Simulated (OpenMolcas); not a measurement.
# Pt²⁺ among point charges: CASSCF and CASPT2 levels and susceptibility

Aim: the splitting of the states of Pt²⁺ in the field of 6 point charges, its lowest levels with spin-orbit coupling and its magnetic susceptibility.

Method: state-averaged CASSCF and CASPT2, spin-orbit coupling by RASSI with atomic mean-field integrals. Code: OpenMolcas 26.06.

### 1 The atom as given

* Species: Pt²⁺ (platinum, Z = 78, 76 electrons)
* Basis: ANO-RCC-VDZP [7s6p4d2f], 59 functions
* Scalar Hamiltonian: DKH2, point nucleus
* Inactive shells: 1s 2s 2p 3s 3p 3d 4s 4p 4d 4f 5s 5p
* Active space: 8 electrons in 5 orbitals (5d)
* Some configurations of this space: 5d8
* Orbitals: optimised for each spin and parity, averaged over all roots

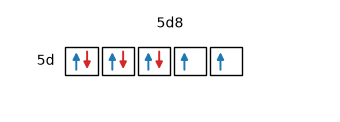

Outer shells as boxes.

The ion sits among 6 point charges of -1.7 e arranged as an octahedron (Oh), 2.04 Å from the ion.

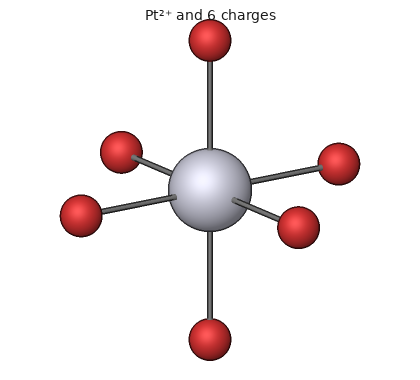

The ion and the point charges (red).

The work runs as a chain of OpenMolcas steps in one folder; each step below is one input file. Labels, J, g values, rates, χT and fits are worked out afterwards by a script from the matrices that RASSI stores. The input lists half of the charges; inversion (Group=XYZ) makes the rest.

### 2 GATEWAY and SEWARD: basis and integrals

a.inp reads:

```
&GATEWAY
Coord
1

Pt 0.0 0.0 0.0
Basis=ANO-RCC-VDZP
Group=XYZ
NoMove
AngMom=0.0 0.0 0.0
AMFI
XField
3 Angstrom 0
2.040000 0.000000 0.000000 -1.700000
0.000000 2.040000 0.000000 -1.700000
0.000000 0.000000 2.040000 -1.700000
&SEWARD
```

The run is started by

```console
$ OMP_NUM_THREADS=1 MOLCAS_MEM=1689 MOLCAS_PROJECT=a pymolcas a.inp > a.log
```

### 3 Reference wave functions, triplets of even parity, 10 roots

a.inp reads:

```
&RASSCF
FileOrb=start.orb
Symmetry=1
Spin=3
nActEl=8 0 0
Inactive=15 19
Ras2=5 0
CIRoot=10 10 1
SDav=10
CIMx=300
Iter=120 100
PrWF=0.3
OrbListing=Nothing
MaxOrb=0
>>> COPY $Project.JobIph JOB001
```

start.orb holds the contracted functions of the basis, ordered by shell, or the orbitals of the step before.

### 4 Reference wave functions, singlets of even parity, 15 roots

a.inp reads:

```
&RASSCF
FileOrb=start.orb
Symmetry=1
Spin=1
nActEl=8 0 0
Inactive=15 19
Ras2=5 0
CIRoot=15 15 1
SDav=15
CIMx=300
Iter=120 100
PrWF=0.3
OrbListing=Nothing
MaxOrb=0
>>> COPY $Project.JobIph JOB002
```

### 5 State interaction with spin-orbit coupling

a.inp reads:

```
&RASSI
NrOfJobIphs=2 10 15
1 2 3 4 5 6 7 8 9 10
1 2 3 4 5 6 7 8 9 10 11 12 13 14 15
IphNames
JOB001
JOB002
EJob
SpinOrbit
DIPRint=1.0
SOCoupling=1000.0
Subsets=2
Property=9
'ANGMOM' 1 'ANGMOM' 2 'ANGMOM' 3 'MLTPL  1' 1 'MLTPL  1' 2 'MLTPL  1' 3
'AMFI' 1 'AMFI' 2 'AMFI' 3
SOProperty=3
'ANGMOM' 1 'ANGMOM' 2 'ANGMOM' 3
```

### 6 CASPT2: IPEA 0.25, imaginary shift 0.1 (closed shells correlated: 5s 5p)

a.inp reads:

```
>>> COPY JOB001 $Project.JobIph
&CASPT2
Multistate=10 1 2 3 4 5 6 7 8 9 10
NoMult
Frozen=14 16
IPEA=0.25
Imaginary=0.1
MaxIter=60
WThr=0.0 0.3 0.05
PrWF=0.5
NoMix
>>> COPY JOB002 $Project.JobIph
&CASPT2
Multistate=15 1 2 3 4 5 6 7 8 9 10 11 12 13 14 15
NoMult
Frozen=14 16
IPEA=0.25
Imaginary=0.1
MaxIter=60
WThr=0.0 0.3 0.05
PrWF=0.5
NoMix
```

(Steps that only read results are left out.)

Before running it: what results should come out? Wanted: spin-free ground state; first state of the same spin within the active space; lowest level; next level.

The runs gave:

| quantity | value |
| --- | --- |
| method | SS-CASPT2, IPEA 0.25, imaginary shift 0.1 (closed shells correlated: 5s 5p) |
| spin-free ground state | 3A2, 1-fold in its orbital part |
| first state of the same spin within the active space | 3T2 at 11300 cm⁻¹ |
| lowest level | 3-fold T2 |
| next level | 7622.3 cm⁻¹ |
| χT at 300 K | 2.20 cm³ K/mol |
| effective moment at 300 K | 4.20 μB |

Cost by method:

```csv
method,time of its own steps,time with the reference
A. CASSCF,5.4 s,5.4 s
"B. SS-CASPT2, IPEA 0.25, imaginary shift 0.1, +5s 5p",2.2 s,7.6 s
```

Times are of one thread on a shared host.

**Reading.** The spin-free ground state (3A2) comes to 100 % from free-ion F terms and keeps the highest spin of the shell. χT at 300 K is 2.20, against 1.00 cm³ K/mol for the spin alone, so orbital moment adds to it. A ligand-field fit to the states below 45000 cm-1 gives 10Dq = 11195 cm-1, B = 790 cm-1 and C = 3013 cm-1 (C/B = 3.81), with a deviation of 325 cm-1. CASPT2 does not keep the components of a term degenerate, and the means are used. The field of point charges can differ much from that of real complexes. Point charges carry no covalency, so the field is a model and not that of real ligands.
